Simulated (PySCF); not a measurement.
## Electronic structure of C₃H₁₄BNSi in real space

Input

```
{"job": {"kind": "nmr", "xc": "PBE0", "basis": "pcSseg-1"}, "charge": 0, "multiplicity": 1}
C      2.864458     0.488978    -0.287485
C      1.519858     0.425915     0.430005
C      0.499305    -0.436780    -0.312559
B     -0.943536    -0.523883     0.448904
N     -1.853256    -1.506592    -0.541845
Si    -1.934936     1.185253     0.561213
H      3.569640     1.110451     0.261165
H      2.744464     0.907961    -1.285278
H      3.292429    -0.507463    -0.386582
H      1.664598     0.023519     1.435325
H      1.120902     1.437194     0.537666
H      0.388947    -0.022595    -1.322813
H      0.940369    -1.434206    -0.440593
H     -0.867581    -1.135551     1.474868
H     -2.780156    -1.628719    -0.147047
H     -1.926680    -1.062981    -1.452148
H     -1.392230    -2.406655    -0.639876
H     -2.039171     1.898705    -0.735162
H     -1.501231     2.219882     1.508292
H     -3.371342     0.978244     0.890914
```

Launched as:

```sh
OMP_NUM_THREADS=1 python probes_run.py task.json out
```

Geometry: GFN2-xTB.

Computed with PySCF 2.14.0, PBE0/pcSseg-1, SCF density, gas phase, non-relativistic.

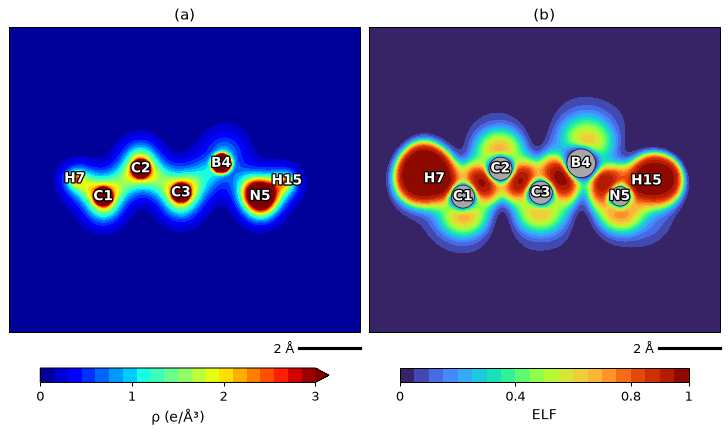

Figure 1. (a) total electron density; (b) electron localisation function on the plane of atoms C2, C1 and H7. Grey discs cover the atomic cores in the ELF map.

Question: Describe what can be read from this map.

Answer:
- The plane passes through C, B, N and H nuclei.
- C–C (1.53 Å): ρ is about 1.6 e/Å³ halfway; the ELF peaks at about 0.95 between the atoms; a shared electron pair.
- C–B (1.63 Å): ρ at the midpoint is about 1.2 e/Å³; the ELF peaks at about 0.95 between the atoms, as expected for a shared electron pair.
- B–N (1.67 Å): ρ at the midpoint is about 1.1 e/Å³; the ELF peaks at about 0.95 between the atoms: a polar covalent bond.
- N–H (1.01 Å): the density is about 2.9 e/Å³ at the midpoint; the ELF climbs to about 1 towards the hydrogen, as it does in any bond to H (an ordinary covalent bond to hydrogen).
- C–H (1.09 Å): the density is about 2 e/Å³ at the midpoint; the ELF climbs to about 1 towards the hydrogen (an ordinary covalent bond to hydrogen).

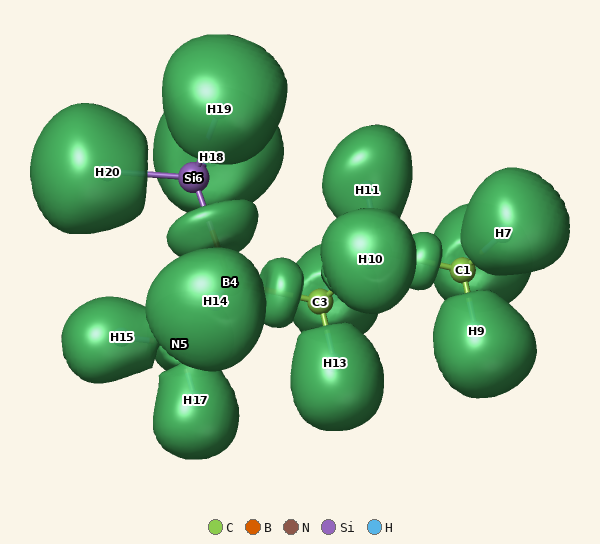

Figure 2. Isosurface of the ELF at 0.75 (green), seen at a tilt. Core shells and regions of very low density are left out.

Question: Where are the electrons localised?

Answer: At this value the surface marks out one region between bonded B–C atoms (shared pairs), one region between bonded B–Si atoms (shared pairs), two regions between bonded C–C atoms (shared pairs), eleven regions around hydrogen nuclei and one joined region spread over several atoms (H, N), in which their bonds and any lone pairs are merged.

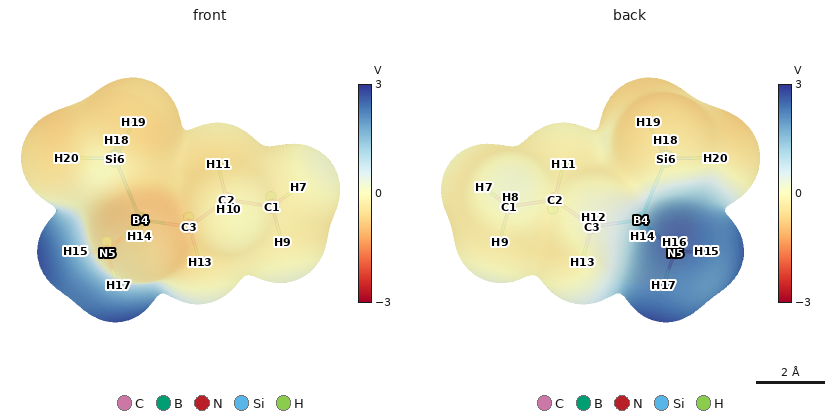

Figure 3. The molecular electrostatic potential painted on the density surface at 0.002 e/bohr³, seen from the front and from behind; red is negative and blue positive.

Question: Where is the surface potential most negative and most positive?

Answer: The most negative region (about −0.9 V) lies over H14, the most positive (about +2.7 V) over H15, H16 and H17.

Question: What dipole moment does the calculation give?

Answer: Its dipole moment is 5.36 D.
